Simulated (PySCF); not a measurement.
C₂H₉FSSi₂

```yaml
atoms:
  - { symbol: C, position_ang: [1.8841, 0.6649, -0.5373] }
  - { symbol: Si, position_ang: [1.1965, -0.9368, 0.2021] }
  - { symbol: C, position_ang: [-0.5522, -0.5729, 0.9391] }
  - { symbol: F, position_ang: [-0.9389, -1.7147, 1.6568] }
  - { symbol: Si, position_ang: [-1.9844, -0.1797, -0.2673] }
  - { symbol: S, position_ang: [-1.6382, 1.7515, -1.1552] }
  - { symbol: H, position_ang: [2.8597, 0.4923, -0.9807] }
  - { symbol: H, position_ang: [2.0010, 1.4406, 0.2152] }
  - { symbol: H, position_ang: [1.2345, 1.0586, -1.3140] }
  - { symbol: H, position_ang: [2.0232, -1.4187, 1.3120] }
  - { symbol: H, position_ang: [1.0309, -1.9831, -0.8110] }
  - { symbol: H, position_ang: [-0.4762, 0.2135, 1.7008] }
  - { symbol: H, position_ang: [-1.9994, -1.0857, -1.4040] }
  - { symbol: H, position_ang: [-3.2519, -0.1330, 0.4547] }
  - { symbol: H, position_ang: [-1.3929, 2.4112, -0.0331] }
```

Geometry: GFN2-xTB.

Method: PySCF 2.14.0, wB97X-D/def2-SVPD, SCF density, gas phase.

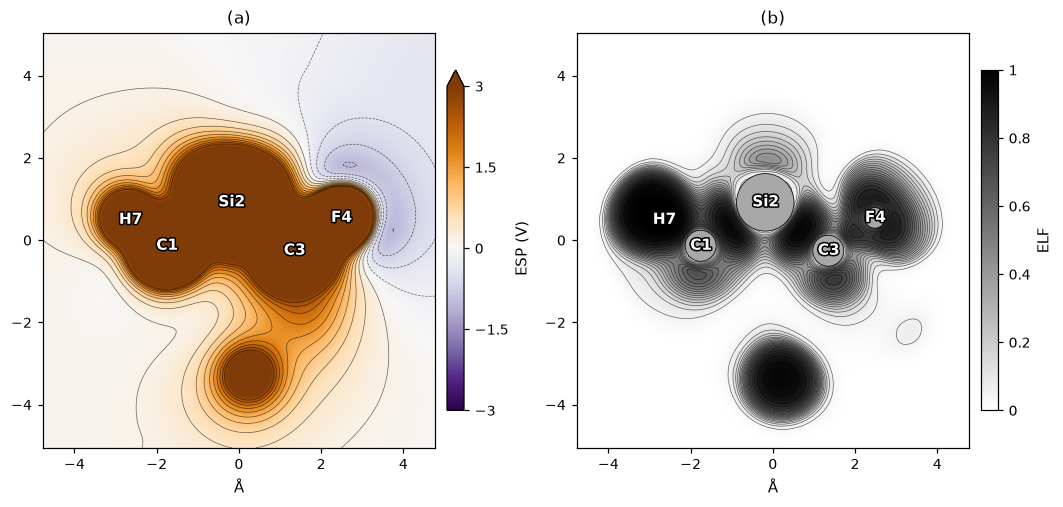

Figure 1. (a) electrostatic potential; (b) ELF on the plane of atoms Si2, C1 and H7. Grey discs cover the atomic cores in the ELF map.

Interpret the plot.

Answer. Atoms in the plane: C, Si, F and H.
C–F (1.40 Å): the ELF peaks at about 0.85 between the atoms: a shared but strongly polarised pair.
C–Si (1.89 Å): the ELF peaks at about 0.95 between the atoms (a covalent bond).
C–H (1.09 Å): the ELF climbs to about 1 towards the hydrogen, as it does in any bond to H: a covalent bond by its length.
The ELF also peaks beside F4, away from the bonds: lone-pair regions.
Outside the dense part of the molecule the potential is most negative (−1.0 V) near F4.

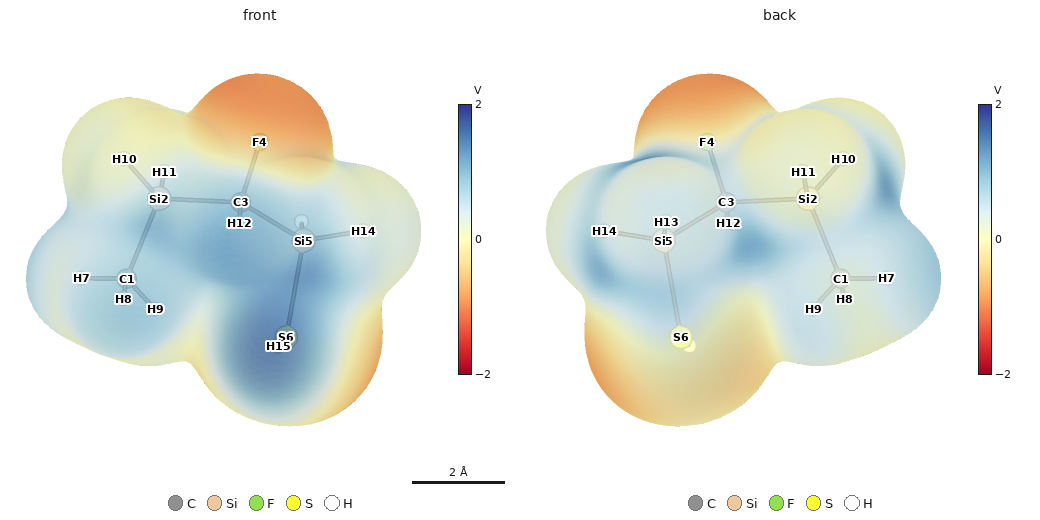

Figure 2. The molecular electrostatic potential painted on the density surface at 0.002 e/bohr³, seen from the front and from behind; the colour scale runs from red (negative) to blue (positive).

Describe the electrostatic potential map.

Answer. The most negative region (about −1.0 V) lies over F4, the most positive (about +1.6 V) over H15.

What dipole moment does the calculation give?

Answer. Its dipole moment is 1.44 D.
